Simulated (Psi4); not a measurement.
**One shape, several levels: CH2NSi (SMILES N#C[SiH2])**

We compute a comparison of 4 runs (HF/def2-SVPD, UHF/pcseg-2, UB3LYP/6-31G*) of CH2NSi. 

Program for the calculation: Psi4 1.11.

**1. The structure to begin with**

CH2NSi: 5 atoms, total charge 0, spin state doublet. SMILES: `N#C[SiH2]`. The shape is that of a PBE0-D4/def2-TZVP optimisation.

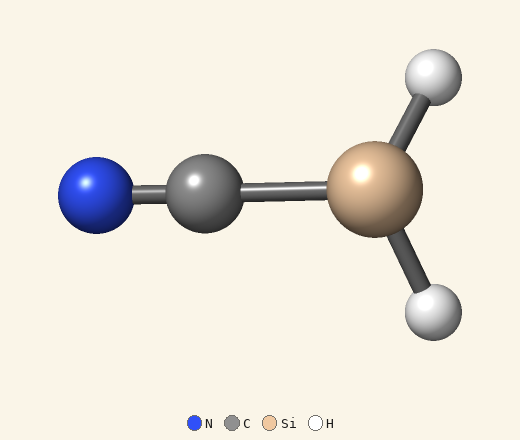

The structure, seen from a chosen angle (nitrogen blue, carbon grey, silicon light orange, hydrogen white).

**2. Energy and one-electron properties at HF/def2-SVPD (run 1)**

The input, input.json:

```json
{
 "schema_name": "qcschema_input",
 "schema_version": 1,
 "molecule": {
  "schema_name": "qcschema_molecule",
  "schema_version": 2,
  "symbols": ["N", "C", "Si", "H", "H"],
  "geometry": [1.96871668, -2.30395409, 2.97121639, 1.06939601, -1.18145677, 1.33017822, -0.1738548, 0.50606866, -1.42088507, -2.7503074, -0.42140893, -1.99120442, -0.01965315, 3.26166729, -0.96716183],
  "molecular_charge": 0,
  "molecular_multiplicity": 2
 },
 "driver": "energy",
 "model": {
  "method": "hf",
  "basis": "def2-SVPD"
 },
 "keywords": {
  "reference": "cuhf",
  "scf_type": "direct",
  "scf_properties": ["DIPOLE", "LOWDIN_CHARGES", "ESP_AT_NUCLEI", "QUADRUPOLE", "MBIS_CHARGES"]
 }
}
```

Started as:

```sh
psi4 --qcschema input.json -n 1 --memory 1600MB
```

stdout:

```text
[...]
  Running in c1 symmetry.
[...]
  Nuclear repulsion =   75.458273848250684
[...]
  Multiplicity = 2
[...]
  Nalpha       = 15
  Nbeta        = 14
[...]
    Number of basis functions: 80
[...]
   @DF-CUHF iter   1:  -382.10094954078284   -9.58406e-01   4.37519e-03 DIIS/ADIIS
[...]
   @CUHF iter  12:  -382.20715360625877   -5.51596e-08   5.73419e-07 DIIS
[...]
  @S^2 Observed:               0.75000
    Orbital Energies [Eh]
    ---------------------
    Alpha Occupied:
       1A    -68.819275     2A    -15.596982     3A    -11.271239
       4A     -6.188637     5A     -4.305267     6A     -4.296428
       7A     -4.295324     8A     -1.218366     9A     -0.821517
      10A     -0.629555    11A     -0.558713    12A     -0.547128
      13A     -0.507253    14A     -0.481478    15A     -0.365386
    Alpha Virtual:
      16A      0.073448    17A      0.094681    18A      0.100714
      19A      0.119782    20A      0.152240    21A      0.153185
      22A      0.177814    23A      0.222839    24A      0.243998
      25A      0.249363    26A      0.268828    27A      0.296423
[...]
  @CUHF Final Energy:  -382.20715360625877
   => Energetics <=
    Nuclear Repulsion Energy =             75.4582738482506841
    One-Electron Energy =                -676.0298378566645852
    Two-Electron Energy =                 218.3644104021552153
    Total Energy =                       -382.2071536062587143
[...]
 Multipole Moments:
 ------------------------------------------------------------------------------------
     Multipole            Electronic (a.u.)      Nuclear  (a.u.)        Total (a.u.)
 ------------------------------------------------------------------------------------
 L = 1.  Multiply by 2.5417464519 to convert [e a0] to [Debye]
 Dipole X            :          1.3858720           -1.9652287           -0.5793567
 Dipole Y            :         -1.2163848            1.9449222            0.7285375
 Dipole Z            :          0.6795108           -1.7540713           -1.0745604
 Magnitude           :                                                    1.4216544
 L = 2.  Multiply by 1.3450342976 to convert [e a0^2] to [Debye ang]
 Quadrupole XX       :        -53.8872577           34.3616132          -19.5256445
 Quadrupole XY       :         33.5044637          -32.7283905            0.7760731
[...]
```

The result, in JSON:

```text
{
 "driver": "energy",
 "model": {
  "method": "hf",
  "basis": "def2-SVPD"
 },
 "success": true,
 "return_result": -382.20715360625877,
 "properties": {
  "calcinfo_nbasis": 80,
  "calcinfo_nmo": 80,
  "calcinfo_nalpha": 15,
  "calcinfo_nbeta": 14,
  "calcinfo_natom": 5,
  "nuclear_repulsion_energy": 75.45827384825068,
  "return_energy": -382.20715360625877,
  "scf_one_electron_energy": -676.0298378566646,
  "scf_two_electron_energy": 218.36441040215522,
  "scf_dipole_moment": [-0.5793566597525701, 0.7285374942877973, -1.0745604298312317],
  "scf_total_energy": -382.20715360625877,
  "scf_iterations": 12
 }
}
```

It took 5.7 s on 1 thread of Intel Xeon Platinum 8488C (Sapphire Rapids), shared host; peak memory 0.22 GiB.

Atomic charges (e):

```
atom  Löwdin    MBIS
  N1  -0.034  -0.306
  C2  -0.340  -0.030
 Si3  +0.692  +0.645
  H4  -0.159  -0.155
  H5  -0.159  -0.155
```

**3. The charge distribution at HF/def2-SVPD (sfX2C) (run 2)**

The input, input.json:

```json
{
  "schema_name": "qcschema_input",
  "schema_version": 1,
  "molecule": {
    "schema_name": "qcschema_molecule",
    "schema_version": 2,
    "symbols": ["N", "C", "Si", "H", "H"],
    "geometry": [1.96871668, -2.30395409, 2.97121639, 1.06939601, -1.18145677, 1.33017822, -0.1738548, 0.50606866, -1.42088507, -2.7503074, -0.42140893, -1.99120442, -0.01965315, 3.26166729, -0.96716183],
    "molecular_charge": 0,
    "molecular_multiplicity": 2
  },
  "driver": "energy",
  "model": {
    "method": "scf",
    "basis": "def2-SVPD"
  },
  "keywords": {
    "reference": "cuhf",
    "scf_type": "direct",
    "relativistic": "x2c",
    "scf_properties": ["DIPOLE", "LOWDIN_CHARGES", "ESP_AT_NUCLEI", "QUADRUPOLE", "MBIS_CHARGES"]
  }
}
```

Started as:

```sh
psi4 --qcschema input.json -n 1 --memory 1600MB
```

stdout:

```text
[...]
  Running in c1 symmetry.
[...]
  Nuclear repulsion =   75.458273848250684
[...]
  Multiplicity = 2
[...]
  Nalpha       = 15
  Nbeta        = 14
[...]
    Number of basis functions: 80
[...]
    WARNING: The X2C and Dirac Hamiltonians have substatially different eigenvalues!
             This is probably caused by the recontraction of the basis set.
[...]
   @DF-CUHF iter   1:  -382.68686332744301   -9.63097e-01   4.38110e-03 ADIIS/DIIS
[...]
   @CUHF iter  12:  -382.79309850131835   -5.49938e-08   5.72897e-07 DIIS
[...]
  @S^2 Observed:               0.75000
    Orbital Energies [Eh]
    ---------------------
    Alpha Occupied:
       1A    -69.005518     2A    -15.605716     3A    -11.275689
       4A     -6.220577     5A     -4.311380     6A     -4.302616
       7A     -4.301505     8A     -1.219667     9A     -0.822548
      10A     -0.630128    11A     -0.558485    12A     -0.546909
      13A     -0.506790    14A     -0.481049    15A     -0.365367
    Alpha Virtual:
      16A      0.073253    17A      0.094860    18A      0.101007
      19A      0.119949    20A      0.152487    21A      0.153397
      22A      0.177799    23A      0.222841    24A      0.244132
      25A      0.249520    26A      0.268668    27A      0.296145
[...]
  @CUHF Final Energy:  -382.79309850131835
   => Energetics <=
    Nuclear Repulsion Energy =             75.4582738482506841
    One-Electron Energy =                -676.6991004902700979
    Two-Electron Energy =                 218.4477281407010594
    Total Energy =                       -382.7930985013183545
[...]
 Multipole Moments:
 ------------------------------------------------------------------------------------
     Multipole            Electronic (a.u.)      Nuclear  (a.u.)        Total (a.u.)
 ------------------------------------------------------------------------------------
 L = 1.  Multiply by 2.5417464519 to convert [e a0] to [Debye]
 Dipole X            :          1.3859418           -1.9652287           -0.5792868
 Dipole Y            :         -1.2163160            1.9449222            0.7286063
 Dipole Z            :          0.6790813           -1.7540713           -1.0749899
 Magnitude           :                                                    1.4219858
 L = 2.  Multiply by 1.3450342976 to convert [e a0^2] to [Debye ang]
 Quadrupole XX       :        -53.8624612           34.3616132          -19.5008480
 Quadrupole XY       :         33.5021906          -32.7283905            0.7738001
[...]
```

The result, in JSON:

```text
{
 "driver": "energy",
 "model": {
  "method": "scf",
  "basis": "def2-SVPD"
 },
 "success": true,
 "return_result": -382.79309850131835,
 "properties": {
  "calcinfo_nbasis": 80,
  "calcinfo_nmo": 80,
  "calcinfo_nalpha": 15,
  "calcinfo_nbeta": 14,
  "calcinfo_natom": 5,
  "nuclear_repulsion_energy": 75.45827384825068,
  "return_energy": -382.79309850131835,
  "scf_one_electron_energy": -676.6991004902701,
  "scf_two_electron_energy": 218.44772814070106,
  "scf_dipole_moment": [-0.5792868473376556, 0.7286062987636444, -1.0749899356459238],
  "scf_total_energy": -382.79309850131835,
  "scf_iterations": 12
 }
}
```

Wall time 6 s (1 thread of Intel Xeon Platinum 8488C (Sapphire Rapids), shared host); peak memory 0.22 GiB.

Atomic charges (e):

```
atom  Löwdin    MBIS
  N1  -0.034  -0.305
  C2  -0.339  -0.031
 Si3  +0.690  +0.643
  H4  -0.158  -0.154
  H5  -0.158  -0.154
```

**4. The energy at UHF/pcseg-2 (run 3)**

The input, ch2nsi.xyz:

```xyz
5
CH2NSi
N      1.041800    -1.219200     1.572300
C      0.565900    -0.625200     0.703900
Si    -0.092000     0.267800    -0.751900
H     -1.455400    -0.223000    -1.053700
H     -0.010400     1.726000    -0.511800
```

The input, calc.py:

```python
import psi4

psi4.set_memory('1600 MB')
psi4.set_num_threads(1)
psi4.set_output_file('run.log', False)

with open('ch2nsi.xyz') as f:
    atoms = ''.join(f.readlines()[2:])
mol = psi4.geometry('0 2\n' + atoms + 'symmetry c1\nno_reorient\nno_com')

psi4.set_options({
    'basis': 'pcseg-2',
    'reference': 'uhf',
    'puream': True,
    'e_convergence': 1e-09,
    'd_convergence': 1e-08,
    'scf_type': 'pk',
    'maxiter': 200,
})

e, wfn = psi4.energy("hf", return_wfn=True)
psi4.oeprop(wfn, "LOWDIN_CHARGES", "QUADRUPOLE", "MAYER_INDICES", title="HF")
print('E =', round(e, 9))
```

Started as:

```sh
python calc.py
```

run.log:

```text
[...]
  Running in c1 symmetry.
[...]
  Nuclear repulsion =   75.458273849952803
[...]
  Multiplicity = 2
[...]
  Nalpha       = 15
  Nbeta        = 14
[...]
    Number of basis functions: 122
[...]
   @UHF iter   1:  -382.28166750839102   -9.94811e-01   3.35085e-03 ADIIS/DIIS
[...]
   @UHF iter  20:  -382.40894098977390   -3.63229e-11   8.82227e-09 DIIS
[...]
   @S^2 Observed:                8.171652150E-01
[...]
    Orbital Energies [Eh]
    ---------------------
    Alpha Occupied:
       1A    -68.773221     2A    -15.591387     3A    -11.252112
       4A     -6.169068     5A     -4.283391     6A     -4.273670
       7A     -4.272460     8A     -1.239350     9A     -0.817680
      10A     -0.632217    11A     -0.560496    12A     -0.541750
      13A     -0.515134    14A     -0.486337    15A     -0.369906
    Alpha Virtual:
      16A      0.089850    17A      0.094766    18A      0.104753
      19A      0.140860    20A      0.167407    21A      0.184650
      22A      0.192012    23A      0.205029    24A      0.297156
      25A      0.313088    26A      0.330659    27A      0.350915
[...]
  @UHF Final Energy:  -382.40894098977390
   => Energetics <=
    Nuclear Repulsion Energy =             75.4582738499528034
    One-Electron Energy =                -676.7362888151840252
    Two-Electron Energy =                 218.8690739754573826
    Total Energy =                       -382.4089409897738960
  UHF NO Occupations:
  HONO-2 :   13  A 1.9916513
  HONO-1 :   14  A 1.9770555
[...]
 Multipole Moments:
 ------------------------------------------------------------------------------------
     Multipole            Electronic (a.u.)      Nuclear  (a.u.)        Total (a.u.)
 ------------------------------------------------------------------------------------
 L = 1.  Multiply by 2.5417464519 to convert [e a0] to [Debye]
 Dipole X            :        -15.5057934           14.9934650           -0.5123284
 Dipole Y            :         13.9864894          -13.2911997            0.6952897
 Dipole Z            :         -7.0624193            5.9288267           -1.1335926
 Magnitude           :                                                    1.4251106
 L = 2.  Multiply by 1.3450342976 to convert [e a0^2] to [Debye ang]
 Quadrupole XX       :        -62.1608207           41.9802985          -20.1805223
 Quadrupole XY       :         40.9376262          -39.4683534            1.4692728
[...]
```

Standard output:

```text
E = -382.40894099
```

Run time: 10 s. Hardware: 1 thread of Intel Xeon Platinum 8488C (Sapphire Rapids), shared host; peak memory 0.64 GiB.

**5. Energy and gradient at UB3LYP/6-31G(d) (Cartesian functions) (run 4)**

The input, run.py:

```python
import psi4

psi4.set_memory(1600000000)
psi4.set_num_threads(1)
psi4.core.set_output_file('output.dat', False)

m = psi4.geometry("""
0 2
N      1.041800    -1.219200     1.572300
C      0.565900    -0.625200     0.703900
Si    -0.092000     0.267800    -0.751900
H     -1.455400    -0.223000    -1.053700
H     -0.010400     1.726000    -0.511800
units angstrom
symmetry c1
""")

psi4.set_options({
    'reference': 'uks',
    'puream': False,
    'e_convergence': 1e-09,
    'd_convergence': 1e-08,
    'scf_type': 'pk',
    'dft_radial_points': 99,
    'dft_spherical_points': 590,
    'maxiter': 200,
})

E, wfn = psi4.gradient('b3lyp/6-31G*', molecule=m, return_wfn=True)
print('gradient / Eh bohr^-1')
print(E.np.round(6))
print(f'energy = {wfn.energy():.10f} Eh')
```

Started as:

```sh
python run.py
```

output.dat:

```text
[...]
  Running in c1 symmetry.
[...]
  Nuclear repulsion =   75.458273849952803
[...]
  Multiplicity = 2
[...]
  Nalpha       = 15
  Nbeta        = 14
[...]
    Number of basis functions: 53
[...]
   @UKS iter   1:  -383.31746343036548   -4.71165e-01   1.01390e-02 ADIIS/DIIS
[...]
   @UKS iter  15:  -383.48647133662547   -8.52651e-13   4.02493e-09 DIIS
[...]
   @S^2 Observed:                7.537010831E-01
[...]
  @UKS Final Energy:  -383.48647133662547
   => Energetics <=
    Nuclear Repulsion Energy =             75.4582738499528034
    One-Electron Energy =                -676.8705883167701813
    Two-Electron Energy =                 245.2802157137097652
    DFT Exchange-Correlation Energy =     -27.3543725835178080
    Empirical Dispersion Energy =           0.0000000000000000
    VV10 Nonlocal Energy =                  0.0000000000000000
    Total Energy =                       -383.4864713366254705
[...]
 Multipole Moments:
 ------------------------------------------------------------------------------------
     Multipole            Electronic (a.u.)      Nuclear  (a.u.)        Total (a.u.)
 ------------------------------------------------------------------------------------
 L = 1.  Multiply by 2.5417464519 to convert [e a0] to [Debye]
 Dipole X            :          1.4611047           -1.9652287           -0.5041239
 Dipole Y            :         -1.2950940            1.9449223            0.6498282
 Dipole Z            :          0.7619747           -1.7540713           -0.9920966
 Magnitude           :                                                    1.2886711
[...]
  -Total Gradient:
     Atom            X                  Y                   Z
    ------   -----------------  -----------------  -----------------
       1       -0.011653819463     0.014630414865    -0.021516716544
       2        0.010410390468    -0.013066315975     0.019118135297
       3       -0.000424102132    -0.000233752338     0.002161066994
       4        0.001129570196    -0.000263314029     0.000237924536
       5        0.000538400238    -0.001067334356    -0.000000453487
[...]
```

Standard output:

```text
gradient / Eh bohr^-1
[[-0.011654  0.01463  -0.021517]
 [ 0.01041  -0.013066  0.019118]
 [-0.000424 -0.000234  0.002161]
 [ 0.00113  -0.000263  0.000238]
 [ 0.000538 -0.001067 -0.      ]]
energy = -383.4864713366 Eh
```

Wall time 17 s (1 thread of Intel Xeon Platinum 8488C (Sapphire Rapids), shared host); peak memory 0.59 GiB.

**6. The series**

```
run                                level        task  integrals  energy (Eh)  dipole moment (D)  HOMO energy (eV)  LUMO energy (eV)  wall time
  1                         HF/def2-SVPD  properties     direct  -382.207154               3.61             -9.94              0.17      5.7 s
  2                 HF/def2-SVPD (sfX2C)  properties     direct  -382.793099               3.61             -9.94              0.18        6 s
  3                          UHF/pcseg-2      energy         pk  -382.408941               3.62            -10.07              0.20       10 s
  4  UB3LYP/6-31G* (Cartesian functions)    gradient         pk  -383.486471               3.28             -6.77             -3.76       17 s
```

**7. Summary of results**

| quantity | value |
| --- | --- |
| run 4: total energy | -383.48647 Eh |
| run 4: dipole moment | 3.28 D |
| run 4: HOMO energy (highest over α and β) | -6.77 eV |
| run 4: LUMO energy (lowest over α and β) | -3.76 eV |
| run 4: ⟨S²⟩ | 0.754 |
| run 4: largest force on an atom | 1.466 eV/Å |

**Reading.** The dipole moment (its size) runs from 3.28 D (UB3LYP/6-31G*) to 3.62 D (UHF/pcseg-2). The two ends differ in method and basis. Some runs of one species differ in core potentials or relativity; totals across that change don't compare. All runs together took 39 s, the longest 17 s.
